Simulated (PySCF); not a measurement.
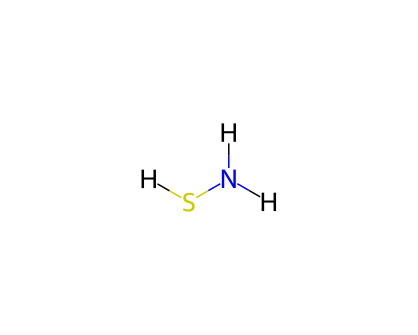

Write the SMILES.

NS

What is the molecular formula?

H3NS.

An optimisation with PBE0-D3(BJ)/def2-SVP gave a structure of which point group?

Cs.

More results for the same structure follow; atom numbers are the same in all pictures, views and colours differ. The geometry was computed by an optimisation with PBE0-D3(BJ)/def2-SVP. No frequency run is at hand to confirm it as a minimum.

### Geometry

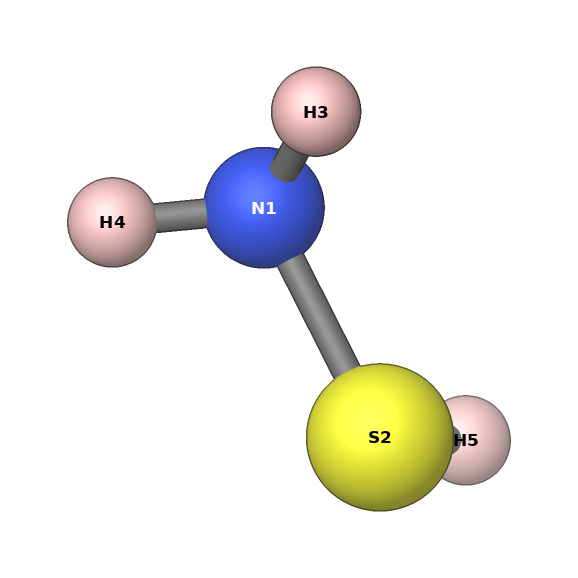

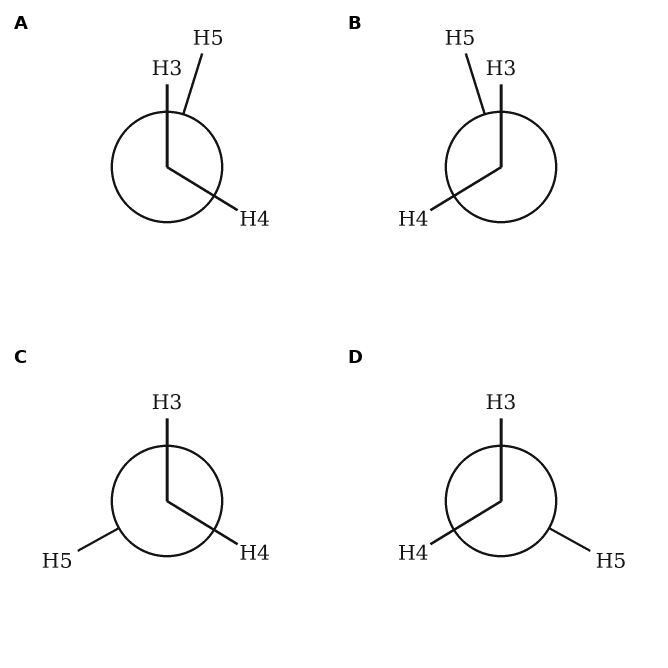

Depth is shown by fading: the farther an atom, the more it takes the colour of the background. Bonds that would overlap in a projection are set slightly apart. No frequency run is at hand to confirm it as a minimum.

Which Newman projection shows the view along N1–S2, with N1 in front?

C. The torsion angle H3–N1–S2–H5 is −119°, anticlinal.

### Levels of theory compared

No frequency run is at hand to confirm it as a minimum. Program: PySCF 2.14.0.

Tabulate dipole (D) at these levels: BHandHLYP/aug-pcX-1 (pcseg-1 on H) (def2-SVPD on S); CAM-B3LYP/def2-SVPD; CAM-B3LYP/def2-SVPD in acetone (IEF-PCM); CAM-B3LYP/def2-SVPD in benzene (IEF-PCM); PBE0/pcSseg-1 in acetone (IEF-PCM); PBE0/pcSseg-1 in benzene (IEF-PCM).

```json
{"level": "BHandHLYP/aug-pcX-1 (pcseg-1 on H) (def2-SVPD on S)", "dipole (D)": "1.03"}
{"level": "CAM-B3LYP/def2-SVPD", "dipole (D)": "1.04"}
{"level": "CAM-B3LYP/def2-SVPD in acetone (IEF-PCM)", "dipole (D)": "1.31"}
{"level": "CAM-B3LYP/def2-SVPD in benzene (IEF-PCM)", "dipole (D)": "1.16"}
{"level": "PBE0/pcSseg-1 in acetone (IEF-PCM)", "dipole (D)": "1.15"}
{"level": "PBE0/pcSseg-1 in benzene (IEF-PCM)", "dipole (D)": "1.06"}
```

### Polarisability

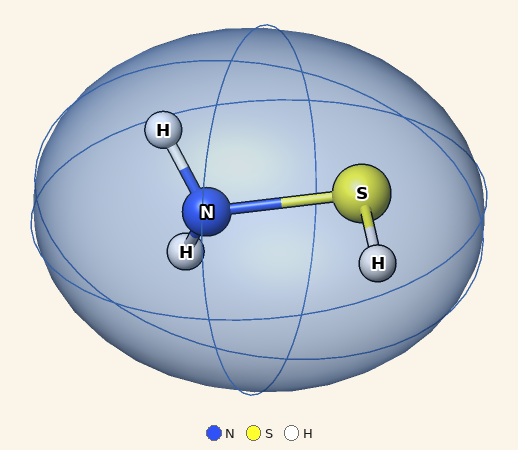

The ellipsoid shows the static dipole polarisability: its half-axes are proportional to the principal values. No frequency run is at hand to confirm it as a minimum. Method: CAM-B3LYP/def2-SVPD in benzene (IEF-PCM) (PySCF 2.14.0).

Give the principal values, the mean and the anisotropy.

Principal values 33.6, 34.2, 43.0 bohr³; mean 36.9 bohr³ (5.48 Å³); anisotropy 9.1 bohr³, so the longest axis is 1.28 times the shortest.

### Quadrupole coupling

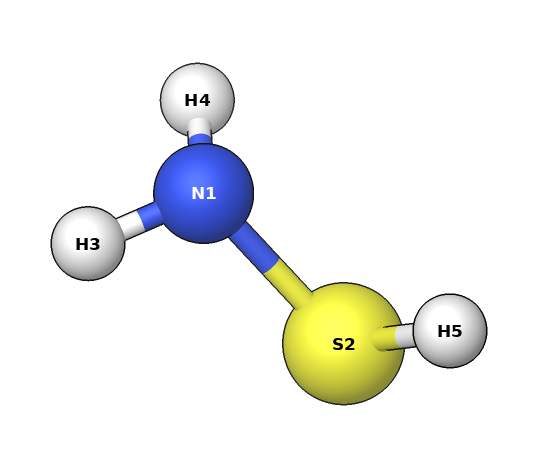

No frequency run is at hand to confirm it as a minimum. Electric field gradients from the ground-state density, PBE0/pcSseg-1 in acetone (IEF-PCM) (PySCF 2.14.0), non-relativistic apart from any core potentials.

Give the largest field-gradient component, the quadrupole coupling constant and the asymmetry for 14N at N1 (Q = 20.44 mb), 33S at S2 (Q = −67.81 mb), 2H at H3 (Q = 2.86 mb), 2H at H5 (Q = 2.86 mb).

| atom | V_zz (a.u.) | e²qQ/h (MHz) | η |
| --- | --- | --- | --- |
| N1 | −1.199 | −5.76 | 0.50 |
| S2 | −3.295 | 52.5 | 0.74 |
| H3 | 0.386 | 0.260 | 0.17 |
| H5 | 0.211 | 0.142 | 0.22 |

### Excitation

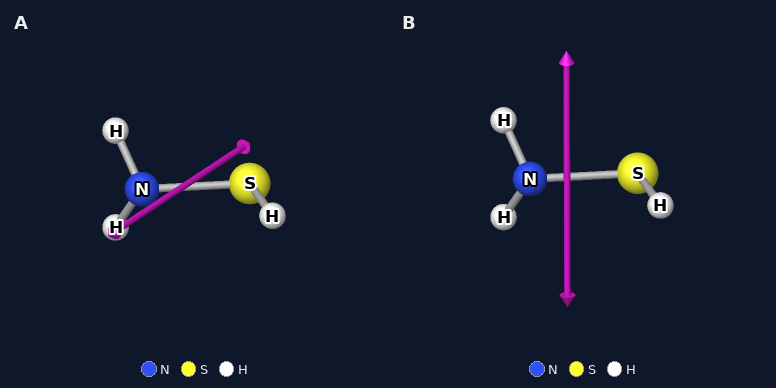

The double arrows show the directions of two transition dipoles from the ground state (lengths mean nothing). No frequency run is at hand to confirm it as a minimum. Properties computed with TDDFT CAM-B3LYP/def2-SVPD, vertical, IEF-PCM acetone (non-equilibrium linear response), core orbitals frozen in the response (PySCF 2.14.0).

One belongs to singlet state 4 and one to singlet state 5. Which is which?

A: state 4, 7.01 eV (177 nm), oscillator strength 0.031, mainly HOMO−1 → LUMO+1 (weight 0.93).
B: state 5, 7.40 eV (168 nm), oscillator strength 0.032, mainly HOMO → LUMO+2 (weight 0.57).
